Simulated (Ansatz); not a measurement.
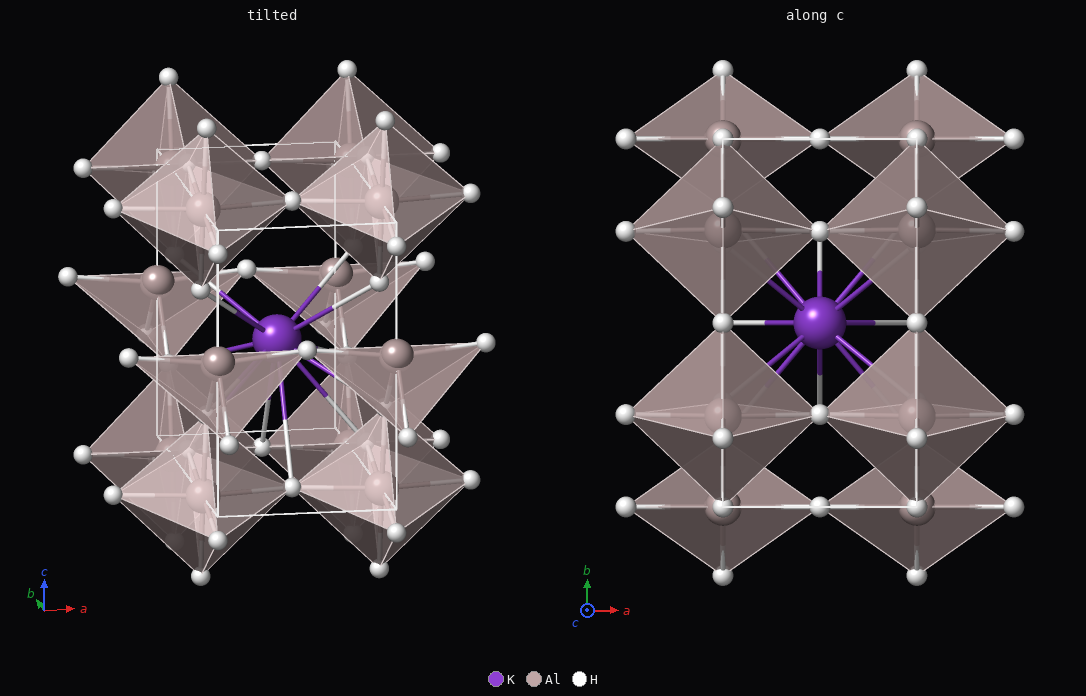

Crystal structure, polyhedral style, seen slightly off an axis and along the c axis. The lines enclose the conventional unit cell; boundary atoms appear with their images. Some neighbours outside the box are added.

KAl3H9, space group Pmm2 (No. 25), a = 3.565 Å, b = 6.764 Å, c = 5.799 Å, α = 90.00°, β = 90.00°, γ = 90.00°. Provenance: a structure type filled with these elements by a generator (whether the compound takes this form wasn't checked). Earlier steps of the study may have refined or changed the cell and positions. A calculation with Ansatz used it as input.

This one geometry was computed with Ansatz (DFT, plane waves, PAW) at three levels of theory: r2SCAN, PBE and LDA.

### Which level gives the highest pressure at this volume, and what does that say about its equilibrium volume?

Highest: PBE (0.0 GPa), which points to the largest equilibrium volume. Lowest, with the smallest volume: LDA (-2.5 GPa). Levels within 0.5 GPa of each other can't be told apart.

### How does the band gap change with the level of theory?

All levels give a metal.

### Collect the results in a table.

| level | cutoff (eV) | k-mesh of the run's cell | gap (eV) | pressure (GPa) |
| --- | --- | --- | --- | --- |
| r2SCAN | 500 | 10×6×8 | metal | -1.5 |
| PBE | 420 | 10×6×8 | metal | 0.0 |
| LDA | 420 | 10×6×8 | metal | -2.5 |

Gaps are taken on the k-mesh or band path of each run.
